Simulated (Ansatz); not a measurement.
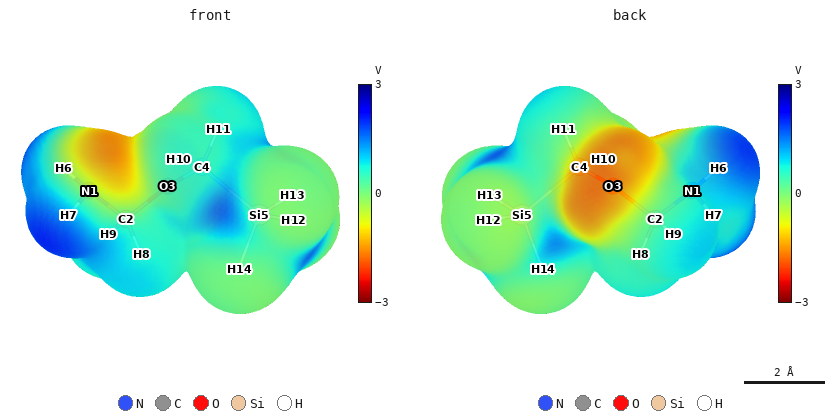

The picture shows: C2H9NOSi (SMILES NCOC[SiH3]). The molecular electrostatic potential painted on the density surface at 0.004 e/bohr³, seen from the front and from behind; red is negative and blue positive.

Computed with RKS B3LYP-D4/def2-SVP (Ansatz).

```xyz
14

N    -0.5781    2.2035    0.2629
C    -1.4893    1.0927    0.1223
O    -0.8629   -0.0350   -0.4394
C     0.1853   -0.5912    0.3515
Si   -0.4756   -1.9064    1.5644
H    -0.4457    2.7077   -0.6121
H    -0.8793    2.8622    0.9770
H    -1.8962    0.8672    1.1290
H    -2.3471    1.2831   -0.5504
H     0.7432    0.2080    0.8718
H     0.8982   -1.0702   -0.3410
H    -1.0773   -3.0449    0.8126
H     0.6385   -2.4229    2.4172
H    -1.5241   -1.3264    2.4554
```

> Where is the surface potential most negative and most positive?

The most negative region (about −1.8 V) lies over O3, the most positive (about +2.1 V) over H7. O3 is the likeliest acceptor of a hydrogen bond.
